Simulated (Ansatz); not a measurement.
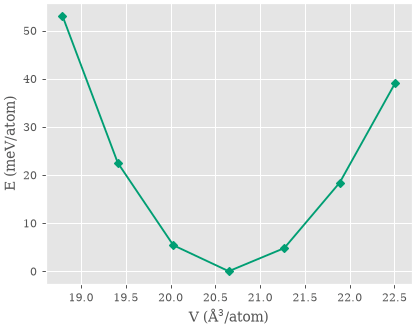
Figure. ZrSi$_{2}$ (fluorite, Fm-3m) under volume change, plane-wave PAW r²SCAN (Ansatz code), scaled uniformly.

Problem. What does a third-order Birch–Murnaghan fit give for V₀, B₀ and B′?

Solution. V₀ = 20.65 Å³/atom, B₀ = 85.9 GPa, B′ = 4.0.

A made-up cell: these elements were put on the sites of a structure type; neither database checked (COD, Materials Project) lists it. COD files the formula under space group No. 63, so this cell is another polymorph or a model. Whether it is the stable phase at ambient conditions was not checked. The cell was relaxed with r²SCAN under the symmetry of its start. At this level the phase is mechanically unstable. No spin polarisation was allowed.

Potentials: the later of the program's two PAW sets.
